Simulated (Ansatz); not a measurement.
**quartet CaI at 6 levels**

Wanted: a comparison of 6 runs (U-revPBE/def2-TZVPP, UBLYP/def2-TZVPP, UCAM-B3LYP/def2-TZVPP, UHSE06/def2-TZVPP, UPBE0/def2-TZVPP, UMP2/def2-TZVPP) of quartet CaI. 

The calculation is run with Ansatz 0.2.0.

35 further runs of the same task are left out: 5 that didn't finish, 30 set aside as unsound or not needed.

## Step 1: The system as given

CaI: 2 atoms, total charge 0, spin state quartet. As SMILES of the parent species, `[Ca][I]`. The shape is that of a PBE0-D4/def2-TZVP optimisation. That shape belongs to the parent species and isn't relaxed for this state.

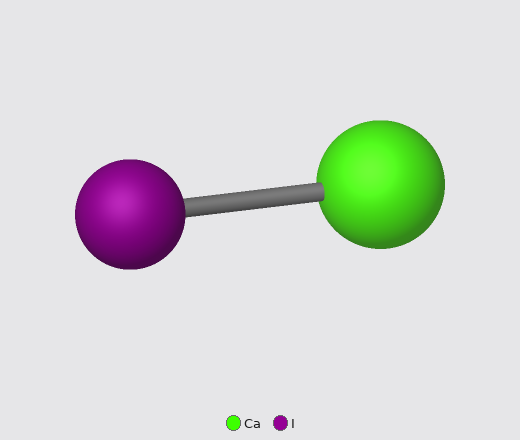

Viewed from a chosen angle; calcium green, iodine purple.

## Step 2: A single-point energy at U-revPBE/def2-TZVPP (core potential) (run 1)

Contents of input.yaml:

```yaml
basis:
  gaussian: {orbitals: def2-TZVPP}
crystal:
  periodic: [false, false, false]
  atoms:
    - {symbol: Ca, position_ang: [-0.000000, -0.000000, 0.051180]}
    - {symbol: I, position_ang: [0.000000, 0.000000, 2.876020]}
magnetization: {spin_polarized: true, initial_magnetization: 3}
hamiltonian: {xc: {name: revPBE}}
accuracy: high
output: {orbitals: {seedname: orbitals}}
```

Started as:

```bash
$ ansatz run input.yaml --threads 1 --pin off --max-ram 3480MiB --events-out events.jsonl --progress --plain --runs-dir runs
```

Standard output:

```text
Warning: RAYON_NUM_THREADS=1 ignored (pool sized by the plan → 1); use --threads N
Functional definition: revPBE
  name "revPBE"
  parameter kappa = 1.245
  parameter beta = 0.06672455060314922
  exchange = pbe_x(kappa = kappa, mu = beta*pi^2/3)
  correlation = pbe_c(beta = beta)
1464 factors; integrals over basis functions are off by at most 3.7e-9 eV
mean field evaluation 1: about -26531.8614 eV, gradient 1.6e1 eV
mean field evaluation 2: about -26530.1225 eV, gradient 2.6e1 eV
mean field evaluation 4: about -26533.8143 eV, gradient 2.6e0 eV
mean field evaluation 8: about -26533.8840 eV, gradient 9.0e-2 eV
mean field evaluation 16: about -26533.8813 eV, gradient 1.1e-3 eV
mean field evaluation 32: about -26533.8813 eV, gradient 3.3e-6 eV
mean field evaluation 64: about -26533.7007 eV, gradient 2.9e-1 eV
mean field evaluation 96: about -26533.8780 eV, gradient 2.8e-1 eV
mean field evaluation 128: about -26533.7249 eV, gradient 1.2e0 eV
mean field evaluation 160: about -26533.7074 eV, gradient 4.5e-2 eV
mean field evaluation 192: about -26533.7397 eV, gradient 5.1e-1 eV
mean field evaluation 224: about -26533.7160 eV, gradient 3.5e-1 eV
mean field evaluation 256: about -26533.7589 eV, gradient 1.4e0 eV
mean field evaluation 288: about -26532.8060 eV, gradient 7.3e0 eV
mean field evaluation 320: about -26533.8606 eV, gradient 1.1e0 eV
mean field evaluation 352: about -26533.7715 eV, gradient 1.3e0 eV
mean field -26533.88493120 eV, -975.1022859085 hartree, gradient 6.6e-8 eV, S^2 3.752993; 21 other end points of the search recorded, 0 dependent functions left out
reference -26533.88493502 eV, -975.1022860488 hartree; 24, 21 occupied and 62, 65 virtual orbitals, 1464 factors
Total energy: -26533.88493502 eV, -975.1022860488 hartree
```

Wall time 2 min (1 thread of Arm Neoverse V1, shared host); peak memory 0.27 GiB.

## Step 3: The energy at UBLYP/def2-TZVPP (core potential) (run 2)

Contents of run.yaml:

```yaml
crystal:
  periodic: [false, false, false]
  atoms:
    - {symbol: Ca, position_ang: [-0.000000, -0.000000, 0.051180]}
    - {symbol: I, position_ang: [0.000000, 0.000000, 2.876020]}
basis:
  gaussian:
    orbitals: def2-TZVPP
magnetization:
  spin_polarized: true
  initial_magnetization: 3
hamiltonian:
  xc: {name: BLYP}
accuracy: high
output:
  orbitals: {seedname: orbitals}
```

Started as:

```bash
$ ansatz run run.yaml --threads 1 --pin off --max-ram 3480MiB --events-out events.jsonl --progress --plain --runs-dir runs
```

Standard output:

```text
Warning: RAYON_NUM_THREADS=1 ignored (pool sized by the plan → 1); use --threads N
Functional definition: BLYP
  name "BLYP"
  parameter beta = 0.0042
  parameter a = 0.04918
  parameter b = 0.132
  parameter c = 0.2533
  parameter d = 0.349
  exchange = b88_x(beta = beta)
  correlation = lyp_c(a = a, b = b, c = c, d = d)
1464 factors; integrals over basis functions are off by at most 3.7e-9 eV
mean field evaluation 1: about -26532.0611 eV, gradient 1.6e1 eV
mean field evaluation 2: about -26529.9711 eV, gradient 2.7e1 eV
mean field evaluation 4: about -26533.6530 eV, gradient 6.8e0 eV
mean field evaluation 8: about -26533.8440 eV, gradient 5.1e0 eV
mean field evaluation 16: about -26533.8916 eV, gradient 3.8e0 eV
mean field evaluation 32: about -26534.1274 eV, gradient 2.4e-8 eV
mean field evaluation 64: about -26534.0830 eV, gradient 7.7e-2 eV
mean field evaluation 96: about -26534.0816 eV, gradient 3.9e-1 eV
mean field evaluation 128: about -26534.0924 eV, gradient 1.1e-8 eV
mean field evaluation 160: about -26534.1031 eV, gradient 3.9e-1 eV
mean field evaluation 192: about -26534.0851 eV, gradient 1.7e-3 eV
mean field evaluation 224: about -26534.0123 eV, gradient 5.7e-1 eV
mean field evaluation 256: about -26534.1031 eV, gradient 9.9e-4 eV
mean field evaluation 288: about -26534.1274 eV, gradient 4.5e-5 eV
mean field -26534.12742430 eV, -975.1111973655 hartree, gradient 2.7e-8 eV, S^2 3.751726; 14 other end points of the search recorded, 0 dependent functions left out
reference -26534.12746840 eV, -975.1111989860 hartree; 24, 21 occupied and 62, 65 virtual orbitals, 1464 factors
Total energy: -26534.12746840 eV, -975.1111989860 hartree
```

Run time: 1.9 min. Hardware: 1 thread of Arm Neoverse V1, shared host; peak memory 0.29 GiB.

Runs 3 to 5 aren't shown in full; the table further down has their settings and results.

## Step 4: The energy at UMP2/def2-TZVPP (core potential) (run 6)

Edit run.yaml of step 3 so:

```diff
@@ -11,6 +11,5 @@
   initial_magnetization: 3
-hamiltonian:
-  xc: {name: BLYP}
+correlation:
+  method: mp2
+  frozen_orbitals: {Ca: 5, I: 4}
 accuracy: high
-output:
-  orbitals: {seedname: orbitals}
```

Started as:

```bash
$ ansatz run run.yaml --threads 1 --pin off --max-ram 3480MiB --events-out events.jsonl --progress --plain --runs-dir runs
```

Standard output:

```text
Warning: RAYON_NUM_THREADS=1 ignored (pool sized by the plan → 1); use --threads N
Functional definition: HF
  name "HF"
  exchange = exact_x
  correlation = 0
1464 factors; integrals over basis functions are off by at most 3.7e-9 eV
mean field evaluation 1: about -26484.8094 eV, gradient 8.0e0 eV
mean field evaluation 2: about -26484.8196 eV, gradient 8.0e0 eV
mean field evaluation 4: about -26485.9898 eV, gradient 1.6e0 eV
mean field evaluation 8: about -26486.0554 eV, gradient 7.1e-3 eV
mean field evaluation 16: about -26484.9028 eV, gradient 8.9e0 eV
mean field evaluation 32: about -26485.9169 eV, gradient 8.5e-5 eV
mean field evaluation 64: about -26486.0502 eV, gradient 2.9e-1 eV
mean field evaluation 96: about -26486.0549 eV, gradient 3.6e-2 eV
mean field evaluation 128: about -26485.9169 eV, gradient 8.5e-5 eV
mean field evaluation 160: about -26486.0568 eV, gradient 7.7e-2 eV
mean field evaluation 192: about -26485.9785 eV, gradient 2.4e-1 eV
mean field -26486.05543029 eV, -973.3445841699 hartree, gradient 2.4e-8 eV, S^2 3.760170; 20 other end points of the search recorded, 0 dependent functions left out
9 core orbitals not correlated: weight in the atoms' cores, before any rotation towards them, 1.000 or more for the frozen orbitals, at most 0.000 for the correlated occupied ones
reference -26486.05543029 eV, -973.3445841699 hartree; 15, 12 occupied and 62, 65 virtual orbitals, 1464 factors
second order -17.72030918 eV of doubles, -0.00000000 eV of singles
Total energy: -26503.77573947 eV, -973.9957935212 hartree
```

Run time: 24 s. Hardware: 1 thread of Arm Neoverse V1, shared host; peak memory 0.28 GiB.

## Step 5: Overview of the runs

```tsv
run	level	frozen core orbitals	energy (Eh)	HOMO energy (eV)	⟨S²⟩	wall time
1	U-revPBE/def2-TZVPP (core potential)	–	-975.102286	-1.89	3.753	2 min
2	UBLYP/def2-TZVPP (core potential)	–	-975.111199	-1.59	3.752	1.9 min
3	UCAM-B3LYP/def2-TZVPP (core potential)	–	-975.192606	-3.22	3.753	65 s
4	UHSE06/def2-TZVPP (core potential)	–	-974.991156	-2.19	3.754	2.5 min
5	UPBE0/def2-TZVPP (core potential)	–	-975.001287	-2.54	3.754	2.1 min
6	UMP2/def2-TZVPP (core potential)	9	-973.995794	–	3.760	24 s
```

## Step 6: What came out

```
                                          quantity          value
                               run 6: total energy  -973.99579 Eh
run 6: correlation energy (9 core orbitals frozen)     -651.2 mEh
          run 6: ⟨S²⟩ of the reference determinant          3.760
```

Totals of different functionals can't be ranked against each other. All runs together took 10 min, the longest 2.5 min.
